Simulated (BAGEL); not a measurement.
# CH3ClOZn (SMILES [OH][Zn][CH2]Cl): HF/6-31G(d) (density fitting with qzvpp-jkfit, spherical functions)

Aim: the vertical ionisation energy of CH3ClOZn at HF/6-31G* (density fitting with qzvpp-jkfit, spherical functions), from 2 runs. 

Program for the calculation: BAGEL 1.2.2.

6 further runs of the same task are left out: 1 that didn't finish, 5 set aside as unsound or not needed.

## (1) The molecule

CH3ClOZn has 7 atoms, charge 0, and is taken as a singlet. As SMILES, `[OH][Zn][CH2]Cl`. Geometry: relaxed at PBE0-D4/def2-TZVP.

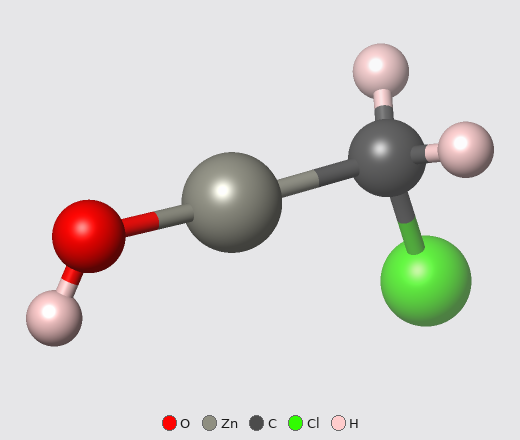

Viewed from a chosen angle; oxygen red, zinc grey, carbon dark grey, chlorine green, hydrogen pink.

## (2) The energy at HF/6-31G(d) (density fitting with qzvpp-jkfit, spherical functions)

job.json

```json
{ "bagel": [

{
  "title": "molecule",
  "basis": "6-31gs.json",
  "df_basis": "qzvpp-jkfit",
  "angstrom": true,
  "geometry": [
    { "atom": "O", "xyz": [   -0.953200,    2.141200,   -0.925300 ] },
    { "atom": "Zn", "xyz": [   -0.184900,    0.699100,   -0.237400 ] },
    { "atom": "C", "xyz": [    0.724700,   -0.827500,    0.521200 ] },
    { "atom": "Cl", "xyz": [   -0.294500,   -2.279700,    0.231000 ] },
    { "atom": "H", "xyz": [   -1.849800,    2.039600,   -1.247800 ] },
    { "atom": "H", "xyz": [    1.691800,   -1.022500,    0.060100 ] },
    { "atom": "H", "xyz": [    0.865900,   -0.750200,    1.598300 ] }
  ]
},
{ "title": "hf" },
{ "title": "print", "file": "orbitals.molden", "orbitals": true }

]}
```

The basis set 6-31G* is read from a file made from the Basis Set Exchange's data (not shown).

On the command line:

```bash
$ BAGEL_NUM_THREADS=1 BAGEL job.json > job.out
```

Standard output:

```text
* using 1 threads per process

  ===============================================================
  ===============================================================

  *** Geometry ***

  { "atom" : "O", "xyz" : [     -1.801287,      4.046282,     -1.748564 ] },
  { "atom" : "Zn", "xyz" : [     -0.349410,      1.321108,     -0.448621 ] },
  { "atom" : "C", "xyz" : [      1.369485,     -1.563748,      0.984925 ] },
  { "atom" : "Cl", "xyz" : [     -0.556524,     -4.308009,      0.436527 ] },
  { "atom" : "H", "xyz" : [     -3.495615,      3.854285,     -2.358000 ] },
  { "atom" : "H", "xyz" : [      3.197039,     -1.932245,      0.113573 ] },
  { "atom" : "H", "xyz" : [      1.636314,     -1.417673,      3.020349 ] },

  Number of auxiliary basis functions:      598

  Since a DF basis is specified, we compute 2- and 3-index integrals:
    o Being stored without compression. Storage requirement is 0.035 GB

  Number of basis functions:       86
  Number of electrons      :       64

    * METHOD: MOLECULE                             0.50

  *** RHF ***

  === Nuclear Repulsion ===
   304.9520862043

      * DIIS with orbital gradients will be used.

  === RHF iteration (6-31gs.json) ===
      0      -2351.23182452          0.01874440           0.13
      1      -2351.33590375          0.01459119           0.12
      2      -2351.44471532          0.00120921           0.13
      3      -2351.44619408          0.00035124           0.13
      4      -2351.44630472          0.00014408           0.13
      5      -2351.44632182          0.00004008           0.13
      6      -2351.44632420          0.00001791           0.13
      7      -2351.44632461          0.00000391           0.13
      8      -2351.44632463          0.00000163           0.13
      9      -2351.44632463          0.00000067           0.13
     10      -2351.44632464          0.00000026           0.17
     11      -2351.44632464          0.00000013           0.12
     12      -2351.44632464          0.00000005           0.11
     13      -2351.44632464          0.00000002           0.11
     14      -2351.44632464          0.00000001           0.11
    * SCF iteration converged.

    * Permanent dipole moment:
           (   -0.155591,    -0.144454,    -0.168794) a.u.

    * METHOD: HF                                   2.19

    * METHOD: PRINT                                0.01

  ===============================================================
```

It took 3 s on 1 thread of Intel Xeon Platinum 8488C (Sapphire Rapids), shared host; peak memory 0.16 GiB.

## (3) The doublet cation, same level

input.json

```json
{ "bagel": [

{
  "title": "molecule",
  "basis": "6-31gs.json",
  "df_basis": "qzvpp-jkfit",
  "angstrom": "true",
  "geometry": [
    { "atom": "O", "xyz": [      -0.953200,       2.141200,      -0.925300 ] },
    { "atom": "Zn", "xyz": [      -0.184900,       0.699100,      -0.237400 ] },
    { "atom": "C", "xyz": [       0.724700,      -0.827500,       0.521200 ] },
    { "atom": "Cl", "xyz": [      -0.294500,      -2.279700,       0.231000 ] },
    { "atom": "H", "xyz": [      -1.849800,       2.039600,      -1.247800 ] },
    { "atom": "H", "xyz": [       1.691800,      -1.022500,       0.060100 ] },
    { "atom": "H", "xyz": [       0.865900,      -0.750200,       1.598300 ] }
  ]
},

{ "title": "uhf", "charge": 1, "nopen": 1 },

{ "title": "print", "file": "orbitals.molden", "orbitals": "true" }

]}
```

The basis set 6-31G* is read from a file made from the Basis Set Exchange's data (not shown).

On the command line:

```bash
$ BAGEL_NUM_THREADS=1 BAGEL input.json > input.out
```

Standard output:

```text
* using 1 threads per process

  ===============================================================
  ===============================================================

  *** Geometry ***

  { "atom" : "O", "xyz" : [     -1.801287,      4.046282,     -1.748564 ] },
  { "atom" : "Zn", "xyz" : [     -0.349410,      1.321108,     -0.448621 ] },
  { "atom" : "C", "xyz" : [      1.369485,     -1.563748,      0.984925 ] },
  { "atom" : "Cl", "xyz" : [     -0.556524,     -4.308009,      0.436527 ] },
  { "atom" : "H", "xyz" : [     -3.495615,      3.854285,     -2.358000 ] },
  { "atom" : "H", "xyz" : [      3.197039,     -1.932245,      0.113573 ] },
  { "atom" : "H", "xyz" : [      1.636314,     -1.417673,      3.020349 ] },

  Number of auxiliary basis functions:      598

  Since a DF basis is specified, we compute 2- and 3-index integrals:
    o Being stored without compression. Storage requirement is 0.035 GB

  Number of basis functions:       86
  Number of electrons      :       64

    * METHOD: MOLECULE                             0.52

  *** Open-shell HF ***

  === Nuclear Repulsion ===
   304.9520862043

      * DIIS with orbital gradients will be used.

  === UHF iteration (6-31gs.json) ===
      0      -2350.85257504          0.03953514           0.25
      1      -2350.89889001          0.03844246           0.25
      2      -2350.97246085          0.03084372           0.26
      3      -2351.09832723          0.00191040           0.27
      4      -2351.10022780          0.00091817           0.27
      5      -2351.10073731          0.00045699           0.27
      6      -2351.10103108          0.00025629           0.24
      7      -2351.10119077          0.00017701           0.24
      8      -2351.10129121          0.00011628           0.24
      9      -2351.10134185          0.00008115           0.24
     10      -2351.10136019          0.00006341           0.25
     11      -2351.10137636          0.00005607           0.24
     12      -2351.10138701          0.00004604           0.26
     13      -2351.10140000          0.00003509           0.24
     14      -2351.10140789          0.00002332           0.23
     15      -2351.10141167          0.00000915           0.24
     16      -2351.10141205          0.00000487           0.24
     17      -2351.10141217          0.00000313           0.24
     18      -2351.10141222          0.00000251           0.23
     19      -2351.10141226          0.00000157           0.24
     20      -2351.10141227          0.00000092           0.23
     21      -2351.10141228          0.00000047           0.23
     22      -2351.10141228          0.00000021           0.23
     23      -2351.10141228          0.00000015           0.23
     24      -2351.10141228          0.00000012           0.23
     25      -2351.10141228          0.00000008           0.23
     26      -2351.10141228          0.00000006           0.23
     27      -2351.10141228          0.00000003           0.23
     28      -2351.10141228          0.00000002           0.24
     29      -2351.10141228          0.00000001           0.23
     30      -2351.10141228          0.00000001           0.23
    * SCF iteration converged.

    * S^2 (UHF) is 0.7703

    * Permanent dipole moment:
           (   -0.750842,     1.697007,    -0.814966) a.u.

    * METHOD: UHF                                  7.79

    * METHOD: PRINT                                0.01

  ===============================================================
```

Wall time 8.7 s (1 thread of Intel Xeon Platinum 8488C (Sapphire Rapids), shared host); peak memory 0.16 GiB.

## (4) Outcome

At HF/6-31G* (density fitting with qzvpp-jkfit, spherical functions):

| quantity | value |
| --- | --- |
| singlet CH3ClOZn: total energy | -2351.44632 Eh |
| singlet CH3ClOZn: dipole moment | 0.69 D |
| singlet CH3ClOZn: HOMO energy | -10.45 eV |
| singlet CH3ClOZn: LUMO energy | 2.15 eV |
| singlet CH3ClOZn: HOMO–LUMO gap | 12.60 eV |
| doublet cation: total energy | -2351.10141 Eh |
| doublet cation: ⟨S²⟩ | 0.770 |
| vertical ionisation energy (to the doublet cation) | 9.386 eV |

What this shows: Removing an electron at fixed nuclei costs 9.39 eV (906 kJ/mol). The negative HOMO energy of the first species, 10.45 eV, lies 1.06 eV above that difference.
